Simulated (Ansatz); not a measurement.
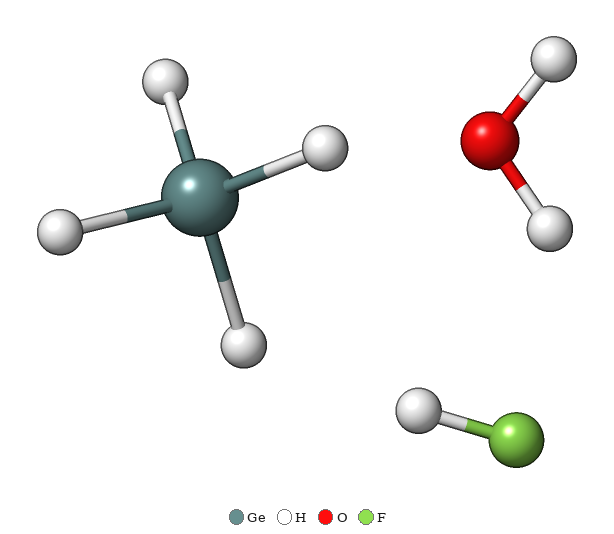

Sticks follow a distance rule. Harmonic vibrations computed with RKS PBE0-D4/def2-TZVP (Ansatz 0.2.0) at a stationary point of the same level.

> Minimum or transition state?

A minimum: no imaginary frequency, and the lowest mode lies at 49 cm⁻¹.

> List the wavenumbers.

24 modes: 49, 77, 102, 138, 154, 177, 204, 251, 298, 439, 577, 806, 815, 850, 909, 947, 1632, 2103, 2160, 2193, 2211, 3811, 3894, 3939 cm⁻¹.
